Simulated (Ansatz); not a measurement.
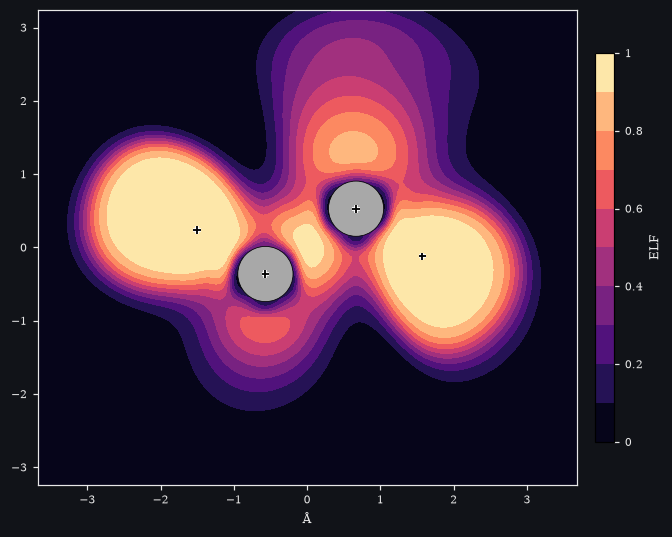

The ELF on a plane through atoms (crosses mark nuclei in the plane; grey discs cover the cores).

Theory: Ansatz, isolated molecule in a Gaussian basis; Kohn-Sham density functional theory, functional PBE0.

Candidates:
A. NOS (SMILES O=[N+]=S) (charge +1)
B. C$_{2}$H$_{5}$ (SMILES [CH2-]C) (charge −1)
C. CBrGe (charge −1)

Which system is this?

Answer. Candidate B: C$_{2}$H$_{5}$ on the plane of atoms C2, C1 and H3, which holds C and H. C–C (1.52 Å): the ELF peaks at about 0.95 between the atoms: a covalent bond. C–H (1.11 Å): the ELF climbs to about 1 towards the hydrogen, as it does in any bond to H; an ordinary covalent bond to hydrogen.
